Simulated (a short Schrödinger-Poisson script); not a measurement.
Stack: gated Al0.33Ga0.67N/GaN polarisation-induced gas, at 300 K.

| layer | material | thickness (nm) | Na (cm⁻³) |
|---|---|---|---|
| 1 | Al0.33Ga0.67N | 10 | - |
| 2 | GaN | 6000 | 5e14 |

The device is made up for the run: typed textbook-type constants, with dimensions and the other settings drawn at random. Al0.33Ga0.67N: permittivity 9.3, conduction-band edge (eV) 0.462, gap (eV) 4.09, electron mass (mₑ) 0.24, Nv at 300 K (cm⁻³) 4.6e19. GaN: permittivity 9.5, conduction-band edge (eV) 0, gap (eV) 3.43, Nv at 300 K (cm⁻³) 4.6e19.

Channel valleys (confinement mass, in-plane density-of-states mass, number): Γ 0.2, 0.2, 1. At the gate the conduction-band edge of layer 1 lies 1.07 eV − eVg above the Fermi level of the channel; the field vanishes at the back. Sheet of polarisation charge: +1.6e13 e/cm² at 10 nm from the gate. The barrier under the gate holds no holes. Gaps are held at their typed values at every temperature. Mesh 0.08 nm at interfaces.

From a short Schrödinger-Poisson script (our own, NumPy): 1D Poisson equation in equilibrium, electrons quantum, Hartree plus LDA exchange-correlation (BenDaniel-Duke, 40 states a valley, the channel's in-plane mass for all, wave functions free to enter the barrier), parabolic valleys, classical holes, full ionisation, no traps, pinning or gate leakage.

Only gate voltages with over 1e8 electrons/cm² are shown.

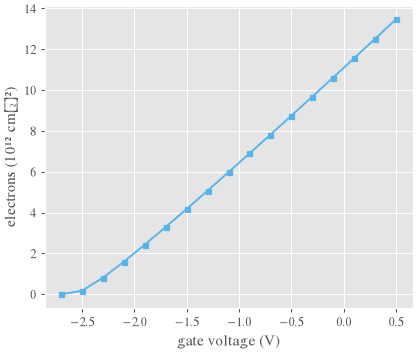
Fig. 1. Sheet density against gate voltage

```csv
Vg (V),electrons (cm⁻²),in the channel layer,C (μF/cm²),Γ E0 (meV),Γ E1 (meV)
0.5,1.35e13,1.23e13,0.767,-142.3,7.9
0.1,1.16e13,1.07e13,0.758,-122.6,14.9
-0.3,9.67e12,9.12e12,0.749,-102.6,21.9
-0.7,7.82e12,7.47e12,0.740,-82.0,28.9
-1.1,5.98e12,5.78e12,0.729,-60.7,36.0
-1.5,4.18e12,4.09e12,0.713,-37.9,43.7
-1.9,2.43e12,2.40e12,0.683,-11.0,53.3
-2.3,8.16e11,8.11e11,0.592,30.6,72.4
-2.7,4.69e8,4.68e8,0.00634,239.6,257.6
```

Subbands count from the Fermi level.
